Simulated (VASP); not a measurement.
Band structure of BaO (rock salt). Calculation: PBE GGA with D4 dispersion, VASP's PBE PAW potentials (set 64) (plane waves; VASP 6.6.1).

Unless said otherwise, spin-orbit coupling is left out, though it shifts the bands of the heavy elements here.

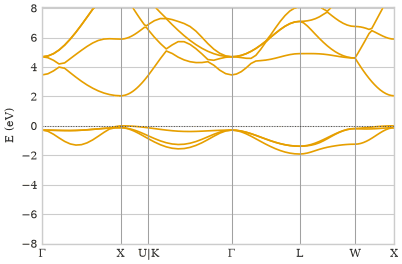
Figure. Bands along high-symmetry lines, zero at the valence-band maximum or, without a gap, the Fermi level

Problem. Read the plot: is there a gap, and where are the band edges?

Solution. The gap is direct, 2.04 eV, from the valence maximum at X to the conduction minimum at X. (Edges off the drawn lines would not show.)

Measured: gap 4.40 eV (computed value off by -2.36 eV), as given by Abedi et al., (2022), arXiv:2211.14644.

The compound is BaO in the rock salt structure. It was relaxed first.
